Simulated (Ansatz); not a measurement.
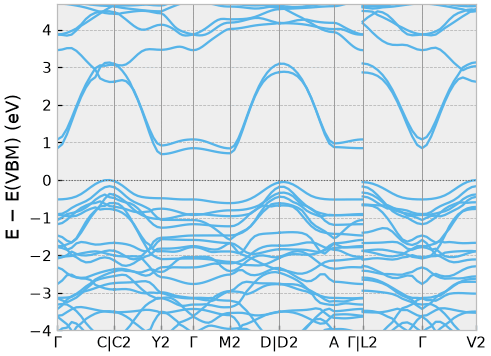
Figure. Band structure from the program Ansatz at the r²SCAN level (PAW)

Q: Read off the gap and where the band edges lie.

A: About 0.7 eV (0.69 eV by a search for the band edges); maximum on the Γ–C line, 88 % of the way from Γ, minimum at Y2.

The material is KLaPdO3 in space group C2/m (No. 12; Pearson symbol mS24).

The workflow started from a Materials Project entry (that database holds measured and hypothetical structures alike); the Crystallography Open Database files this formula in space group No. 12, but the cells were not matched. Whether it is the stable phase at ambient conditions was not checked. The cell was relaxed with r²SCAN under the symmetry of its start; whether a distortion lowers the energy is not shown. The run is not spin-polarised. Scalar-relativistic: spin–orbit coupling is off unless named, which matters more the heavier the elements.

Potentials: the later of the program's two PAW sets.
